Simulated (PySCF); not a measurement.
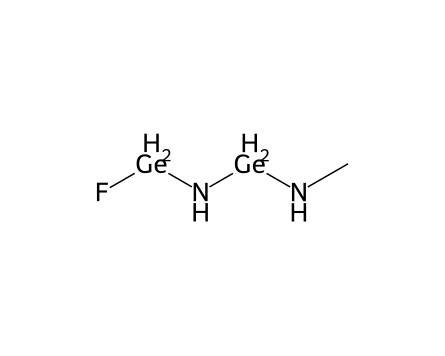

The drawing above gives the connectivity. The computed structure is the end point of a PBE0-D3(BJ)/def2-SVP optimisation. No frequency run is at hand to confirm it as a minimum.

What does the molecule look like in three dimensions?

Formula CH9FGe2N2. As SMILES it reads `C[NH][GeH2][NH][GeH2][F]`. This geometry has C1 symmetry. Coordination, clear cases only: 1 C tetrahedral; 2 Ge tetrahedral.

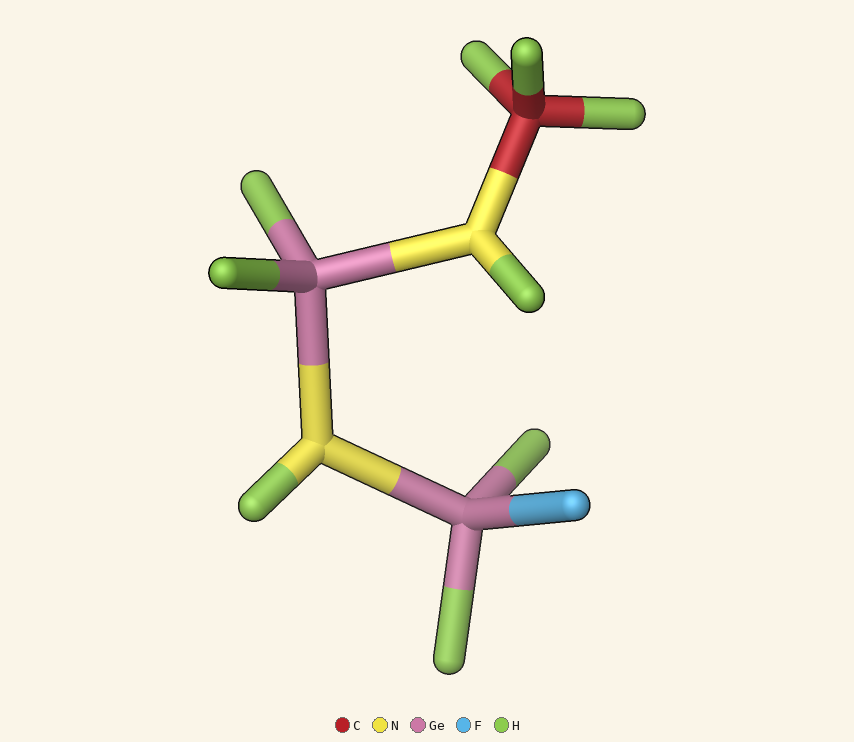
